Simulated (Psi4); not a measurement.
# Si2H4ClF (SMILES F[SiH]([SiH3])Cl) at TPSS/def2-SVP

Aim: the vertical singlet–triplet gap of Si2H4ClF at TPSS/def2-SVP, from 2 runs. 

The calculation is run with Psi4 1.11.

### Step 1. The molecule

Si2H4ClF: 8 atoms, total charge 0, spin state singlet. As SMILES, `F[SiH]([SiH3])Cl`. The shape is that of a PBE0-D4/def2-TZVP optimisation.

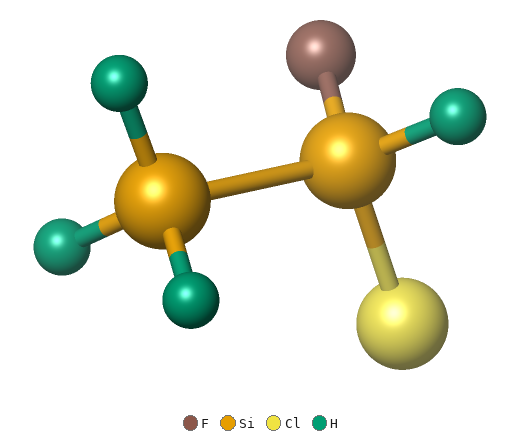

The structure, seen from a chosen angle (fluorine brown, silicon amber, chlorine yellow, hydrogen teal).

### Step 2. The energy at TPSS/def2-SVP

Contents of clfh4si2.xyz:

```xyz
8
ClFH4Si2
F     -1.329000     1.796800     0.161200
Si    -0.382900     0.812800    -0.667700
Si     0.539000    -0.793000     0.761300
Cl    -1.534100    -0.130100    -2.075900
H      0.596600     1.655400    -1.392300
H      1.355700    -0.131100     1.812300
H      1.403500    -1.693800    -0.044400
H     -0.556600    -1.574100     1.389600
```

Contents of calc.py:

```python
import psi4

psi4.set_memory(2200000000)
psi4.set_num_threads(1)
psi4.core.set_output_file('clfh4si2.out', False)

with open('clfh4si2.xyz') as f:
    atoms = ''.join(f.readlines()[2:])
geom = psi4.geometry('0 1\n' + atoms + 'symmetry c1\nno_reorient\nno_com')

options = {'puream': True, 'e_convergence': 1e-09, 'd_convergence': 1e-08, 'scf_type': 'pk', 'dft_radial_points': 99, 'dft_spherical_points': 590}
psi4.set_options(options)

e_tot = psi4.energy("tpss/def2-SVP")
print('E =', round(e_tot, 9))
```

Command:

```bash
$ python calc.py
```

clfh4si2.out:

```text
[...]
  Running in c1 symmetry.
[...]
  Nuclear repulsion =  276.204993495700592
[...]
  Multiplicity = 1
[...]
  Nalpha       = 29
  Nbeta        = 29
[...]
    Number of basis functions: 88
[...]
   @RKS iter   1: -1141.12246983141540   -2.65840e-01   4.76017e-03 ADIIS/DIIS
[...]
   @RKS iter  11: -1141.20194381772376   -5.68434e-12   6.05149e-09 DIIS
[...]
    Orbital Energies [Eh]
    ---------------------
    Doubly Occupied:
       1A   -100.972499     2A    -65.741024     3A    -65.675998
       4A    -24.420297     5A     -9.248032     6A     -7.032156
       7A     -7.025754     8A     -7.025189     9A     -5.181792
      10A     -5.126237    11A     -3.563137    12A     -3.560728
      13A     -3.557290    14A     -3.504515    15A     -3.504083
      16A     -3.504006    17A     -1.100109    18A     -0.776397
      19A     -0.535125    20A     -0.487087    21A     -0.416893
      22A     -0.407417    23A     -0.395042    24A     -0.346131
      25A     -0.338432    26A     -0.332969    27A     -0.316725
      28A     -0.302245    29A     -0.267179
[...]
  @RKS Final Energy: -1141.20194381772376
   => Energetics <=
    Nuclear Repulsion Energy =            276.2049934957005917
    One-Electron Energy =               -2129.5026197948427580
    Two-Electron Energy =                 794.2809021013849815
    DFT Exchange-Correlation Energy =     -82.1852196199666309
    Empirical Dispersion Energy =           0.0000000000000000
    VV10 Nonlocal Energy =                  0.0000000000000000
    Total Energy =                      -1141.2019438177237589
[...]
 Multipole Moments:
 ------------------------------------------------------------------------------------
     Multipole            Electronic (a.u.)      Nuclear  (a.u.)        Total (a.u.)
 ------------------------------------------------------------------------------------
 L = 1.  Multiply by 2.5417464519 to convert [e a0] to [Debye]
 Dipole X            :         62.9869663          -62.4669758            0.5199906
 Dipole Y            :        -23.7614295           23.6085375           -0.1528921
 Dipole Z            :         58.3075951          -58.1353456            0.1722496
 Magnitude           :                                                    0.5687144
[...]
```

On the terminal:

```text
E = -1141.201943818
```

It took 35 s on 1 thread of Intel Xeon Platinum 8488C (Sapphire Rapids), shared host; peak memory 1.3 GiB.

### Step 3. The triplet: energy and forces at UTPSS/def2-SVP

Contents of job.inp:

```
memory 2200 MB

molecule {
  0 3
  F
  Si 1 1.597009
  Si 2 2.338917 1 109.84143
  Cl 2 2.048743 1 107.90538 3 118.69745
  H 2 1.481364 1 107.16542 4 115.25127
  H 3 1.48651 2 110.04862 5 60.51712
  H 3 1.485918 6 109.49091 2 118.94799
  H 3 1.484997 7 109.86345 6 -120.78484
  symmetry c1
}

set {
  reference uks
  puream true
  e_convergence 1e-09
  d_convergence 1e-08
  scf_type pk
  dft_radial_points 99
  dft_spherical_points 590
  maxiter 100
}

energy_value, wavefunction = gradient('tpss/def2-SVP', return_wfn=True)
oeprop(wavefunction, 'MAYER_INDICES', 'LOWDIN_CHARGES', 'WIBERG_LOWDIN_INDICES', title='TPSS')
print_variables()
```

Command:

```bash
$ psi4 -i job.inp -o job.out -n 1
```

job.out:

```text
[...]
  Running in c1 symmetry.
[...]
  Nuclear repulsion =  276.205007975805472
[...]
  Multiplicity = 3
[...]
  Nalpha       = 30
  Nbeta        = 28
[...]
    Number of basis functions: 88
[...]
   @UKS iter   1: -1140.79555055413721    6.10797e-02   5.77302e-03 DIIS/ADIIS
[...]
   @UKS iter  17: -1140.99039519877124   -1.20508e-11   5.48597e-09 DIIS
[...]
   @S^2 Observed:                2.003143048E+00
[...]
  @UKS Final Energy: -1140.99039519877124
   => Energetics <=
    Nuclear Repulsion Energy =            276.2050079758054721
    One-Electron Energy =               -2128.4817553506545664
    Two-Electron Energy =                 793.4076979308482578
    DFT Exchange-Correlation Energy =     -82.1213457547706724
    Empirical Dispersion Energy =           0.0000000000000000
    VV10 Nonlocal Energy =                  0.0000000000000000
    Total Energy =                      -1140.9903951987712389
  UHF NO Occupations:
  HONO-2 :   28  A 1.9992933
  HONO-1 :   29  A 1.0000000
[...]
 Multipole Moments:
 ------------------------------------------------------------------------------------
     Multipole            Electronic (a.u.)      Nuclear  (a.u.)        Total (a.u.)
 ------------------------------------------------------------------------------------
 L = 1.  Multiply by 2.5417464519 to convert [e a0] to [Debye]
 Dipole X            :          3.4657984           -3.6284265           -0.1626281
 Dipole Y            :          6.8354011           -6.9835394           -0.1481383
 Dipole Z            :         -3.3984216            3.7860362            0.3876147
 Magnitude           :                                                    0.4456882
[...]
  -Total Gradient:
     Atom            X                  Y                   Z
    ------   -----------------  -----------------  -----------------
       1       -0.004409639712    -0.006421357825     0.036460368725
       2        0.011357327366     0.000338805325    -0.036410573259
       3        0.001192456463     0.004353286307     0.010015011300
       4       -0.018461822695    -0.004664977042     0.002596354336
       5        0.010992868205     0.001767185695     0.004432026653
       6        0.007482533599    -0.000663500196    -0.002237414011
       7       -0.000892587302     0.005689240830    -0.012761647178
       8       -0.007251077245    -0.000409300268    -0.002087286124
[...]
```

Run time: 79 s. Hardware: 1 thread of Intel Xeon Platinum 8488C (Sapphire Rapids), shared host; peak memory 1.3 GiB.

### Step 4. Summary of results

At TPSS/def2-SVP:

| quantity | value |
| --- | --- |
| singlet: total energy | -1141.20194 Eh |
| singlet: dipole moment | 1.45 D |
| singlet: HOMO energy | -7.27 eV |
| singlet: LUMO energy | -0.96 eV |
| singlet: HOMO–LUMO gap | 6.31 eV |
| triplet: total energy | -1140.99040 Eh |
| triplet: dipole moment | 1.13 D |
| triplet: HOMO energy (highest over α and β) | -1.82 eV |
| triplet: ⟨S²⟩ | 2.003 |
| triplet: largest force on an atom | 1.961 eV/Å |
| vertical energy of the triplet above the singlet | 5.757 eV |

In words: At this shape the triplet lies 5.76 eV (555 kJ/mol) above the singlet.
